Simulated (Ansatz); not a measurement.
# r2SCAN/aug-cc-pVTZ run of SiSe (SMILES [Si][Se])

Aim: the vertical ionisation energy of SiSe at r2SCAN/aug-cc-pVTZ, from 2 runs. 

The calculation is run with Ansatz 0.2.0.

20 further runs of the same task are left out: 20 set aside as unsound or not needed.

### Step 1. The molecule

SiSe has 2 atoms, charge 0, and is taken as a singlet. As SMILES, `[Si][Se]`. The coordinates come from a PBE0-D4/def2-TZVP relaxation.

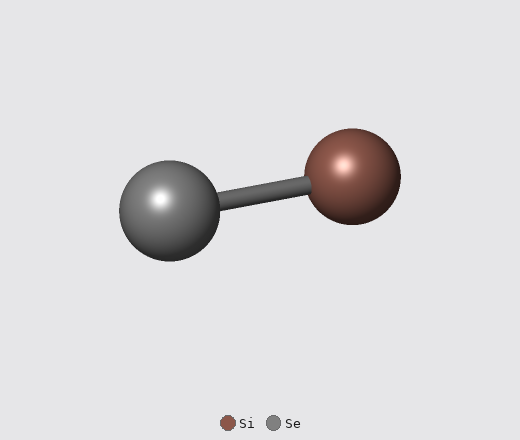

The structure, seen from a chosen angle (silicon brown, selenium grey).

### Step 2. The energy at r2SCAN/aug-cc-pVTZ

molecule.yaml reads:

```yaml
crystal:
  periodic: [false, false, false]
  atoms:
    - {symbol: Si, position_ang: [0.000000, 0.000000, 0.031440]}
    - {symbol: Se, position_ang: [-0.000000, -0.000000, 2.093090]}
basis:
  gaussian:
    orbitals: aug-cc-pVTZ
hamiltonian:
  xc: r2scan
accuracy: high
output: {orbitals: {seedname: orbitals}}
```

On the command line:

```sh
$ ansatz run molecule.yaml --threads 1 --pin off --max-ram 3480MiB --events-out events.jsonl --progress --plain --runs-dir runs
```

What it wrote:

```text
Warning: RAYON_NUM_THREADS=1 ignored (pool sized by the plan → 1); use --threads N
Functional definition: r2SCAN
  name "r2SCAN"
  parameter k0 = 0.174
  parameter k1 = 0.065
  parameter a1 = 4.9479
  exchange = r2scan_x(k0 = k0, k1 = k1, a1 = a1)
  correlation = r2scan_c
1391 factors; integrals over basis functions are off by at most 4.1e-9 eV
mean field evaluation 1: about -73226.8067 eV, gradient 1.7e1 eV
mean field evaluation 2: about -73221.5461 eV, gradient 4.2e1 eV
mean field evaluation 4: about -73227.7679 eV, gradient 3.4e0 eV
mean field evaluation 8: about -73227.8043 eV, gradient 6.6e-2 eV
mean field evaluation 16: about -73227.8043 eV, gradient 3.0e-6 eV
mean field -73227.80427650 eV, -2691.0721715730 hartree, gradient 1.4e-8 eV, S^2 0.000000; 0 other end points of the search recorded, 0 dependent functions left out
reference -73227.80427736 eV, -2691.0721716046 hartree; 24, 24 occupied and 85, 85 virtual orbitals, 1391 factors
Total energy: -73227.80427736 eV, -2691.0721716046 hartree
```

Run time: 13 s. Hardware: 1 thread of Arm Neoverse V1, shared host; peak memory 0.25 GiB.

### Step 3. The doublet cation

run.yaml reads:

```yaml
crystal:
  periodic: [false, false, false]
  atoms:
    - symbol: Si
      position_ang: [0.000000, 0.000000, 0.031440]
    - symbol: Se
      position_ang: [-0.000000, -0.000000, 2.093090]
basis:
  gaussian:
    orbitals: aug-cc-pVTZ
total_charge: 1
magnetization:
  spin_polarized: true
  initial_magnetization: 1
hamiltonian:
  xc: {name: r2SCAN}
accuracy: high
output:
  orbitals: {seedname: orbitals}
```

On the command line:

```sh
$ ansatz run run.yaml --threads 1 --pin off --max-ram 3480MiB --events-out events.jsonl --progress --plain --runs-dir runs
```

What it wrote, shortened:

```text
Warning: RAYON_NUM_THREADS=1 ignored (pool sized by the plan → 1); use --threads N
[... 7 set-up lines as earlier in the session ...]
1391 factors; integrals over basis functions are off by at most 4.1e-9 eV
mean field evaluation 1: about -73212.3124 eV, gradient 2.7e1 eV
mean field evaluation 2: about -73153.7114 eV, gradient 8.3e1 eV
mean field evaluation 4: about -73216.7310 eV, gradient 1.2e1 eV
mean field evaluation 8: about -73217.7892 eV, gradient 2.9e-1 eV
mean field evaluation 16: about -73217.7903 eV, gradient 2.5e-4 eV
mean field evaluation 32: about -73217.6082 eV, gradient 5.4e-2 eV
mean field -73217.79025959 eV, -2690.7041632390 hartree, gradient 4.4e-8 eV, S^2 0.761398; 6 other end points of the search recorded, 0 dependent functions left out
reference -73217.79026279 eV, -2690.7041633566 hartree; 24, 23 occupied and 85, 86 virtual orbitals, 1391 factors
Total energy: -73217.79026279 eV, -2690.7041633566 hartree
```

It took 59 s on 1 thread of Arm Neoverse V1, shared host; peak memory 0.41 GiB.

### Step 4. Results

Level: r2SCAN/aug-cc-pVTZ.

| quantity | value |
| --- | --- |
| singlet SiSe: total energy | -2691.07217 Eh |
| singlet SiSe: HOMO energy | -6.98 eV |
| singlet SiSe: LUMO energy | -3.14 eV |
| singlet SiSe: HOMO–LUMO gap | 3.84 eV |
| doublet cation: total energy | -2690.70416 Eh |
| doublet cation: HOMO energy (highest over α and β) | -13.70 eV |
| doublet cation: LUMO energy (lowest over α and β) | -12.91 eV |
| doublet cation: ⟨S²⟩ | 0.761 |
| vertical ionisation energy (to the doublet cation) | 10.014 eV |

What this shows: Removing an electron at fixed nuclei costs 10.01 eV (231 kcal/mol). −ε(HOMO) before ionisation, 6.98 eV, is 3.03 eV below this ionisation energy.
